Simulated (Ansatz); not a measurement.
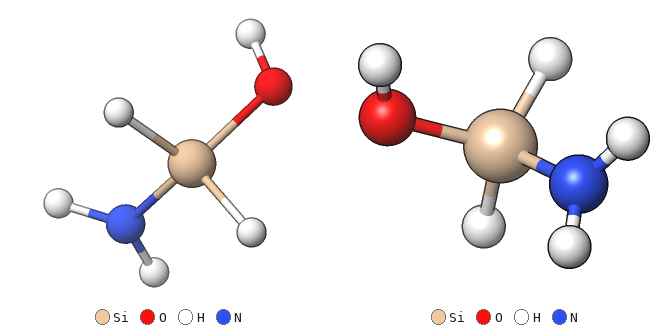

The same structure drawn twice, from different directions.

Which formula does it have?

H5NOSi, 8 atoms: 5 hydrogen, 1 nitrogen, 1 oxygen and 1 silicon.

Count the bonded pairs by element.

2 Si–H, 2 N–H, 1 O–Si, 1 N–Si, 1 O–H. Sticks follow a distance rule.

How many atoms are distinct by symmetry?

8: 1 Si, 1 O, 1 H, 1 H, 1 N, 1 H, 1 H, 1 H.

What is the point group of this geometry?

C1.

More results for the same structure follow; atom numbers are the same in all pictures, views and colours differ. Computed geometry: PBE0-D4/def2-TZVP optimisation.

### Dipole moment

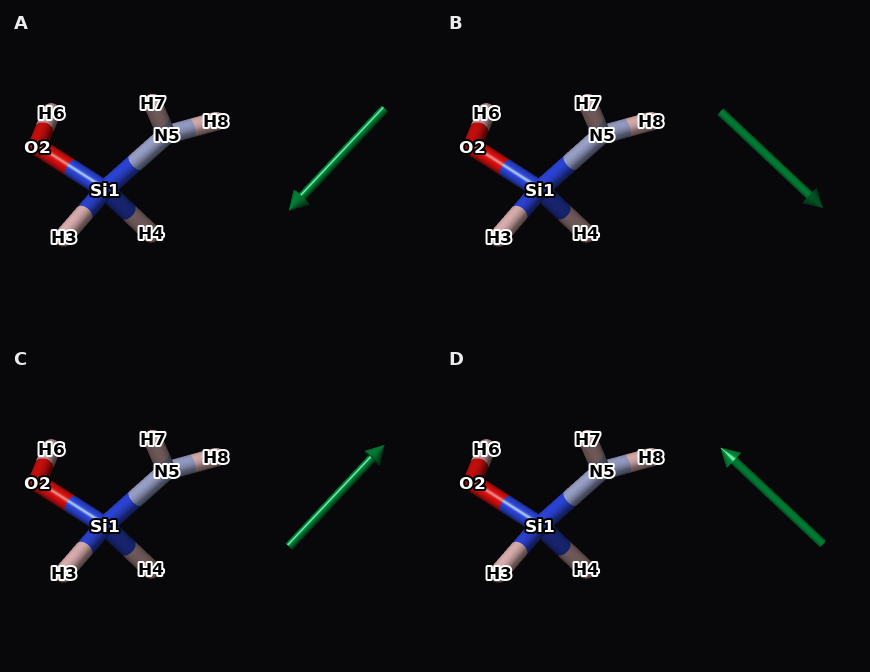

The same molecule four times, each with an arrow. Properties computed with RKS PBE0-D4/def2-TZVP (Ansatz 0.2.0).

Which arrow points along the dipole moment, from the negative to the positive end?

C. The dipole moment is 2.40 D; it points from the side of H3 to the side of H8 (the outermost atoms at the two ends).

### Thermal motion

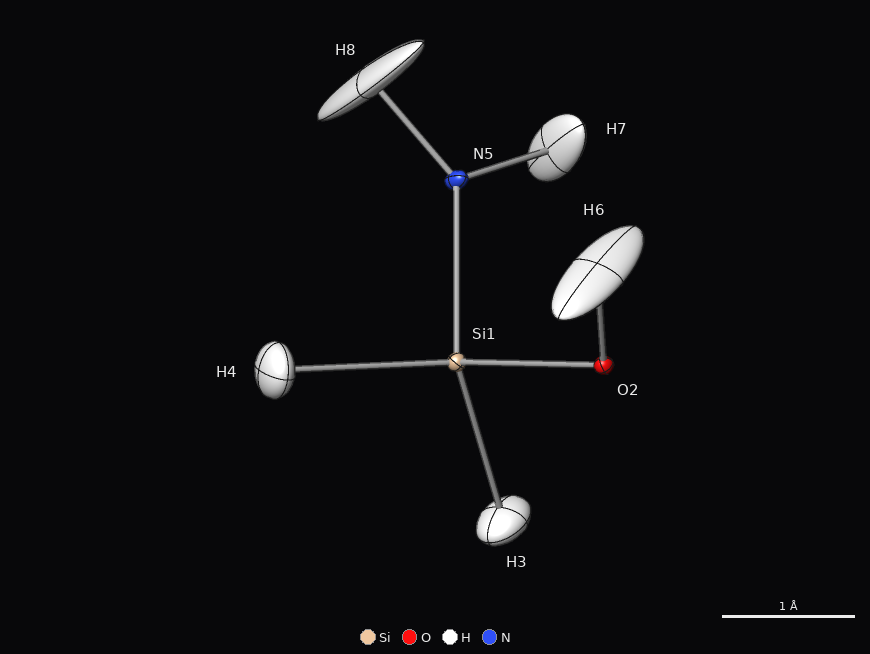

Displacement ellipsoids at the 50 % level, from the internal vibrations of the free molecule (harmonic, no overall translation or rotation; no half-axis is drawn under 0.075 Å). Vibrations computed with RKS PBE0-D4/def2-TZVP (Ansatz 0.2.0). Temperature: 200 K.

Which atom moves most?

H8, with U_eq = 0.0655 Å².

Does H8 move more along its bond or across it?

Across it: the root-mean-square amplitude is 0.070 Å along the bond and up to 0.418 Å across, since bending and torsion are softer than stretching.

Give the displacement parameters, one line for each set of equivalent atoms.

| atom | U_eq (Å²) | rms amplitudes (Å) |
| --- | --- | --- |
| Si1 | 0.00056 | 0.016, 0.018, 0.033 |
| O2 | 0.0010 | 0.018, 0.028, 0.044 |
| H3 | 0.0177 | 0.087, 0.134, 0.167 |
| H4 | 0.0165 | 0.088, 0.142, 0.147 |
| N5 | 0.0023 | 0.019, 0.030, 0.075 |
| H6 | 0.0545 | 0.066, 0.145, 0.372 |
| H7 | 0.0306 | 0.068, 0.136, 0.262 |
| H8 | 0.0655 | 0.069, 0.130, 0.418 |

### Electronic properties

Method: RKS PBE0-D4/def2-TZVPP (Ansatz 0.2.0).

What is the dispersion correction?

−9.2 kJ/mol.

Give the HOMO energy (Kohn–Sham orbital) at this level.

−7.64 eV.

Estimate the HOMO–LUMO gap.

8.28 eV.

### Vibrations

Harmonic vibrations computed with RKS PBE0-D4/def2-TZVP (Ansatz 0.2.0) at a stationary point of the same level.

How many vibrational modes are there, and where do they lie?

18 modes: 122, 268, 297, 355, 553, 747, 821, 872, 892, 922, 946, 956, 1580, 2216, 2261, 3626, 3725, 3921 cm⁻¹.
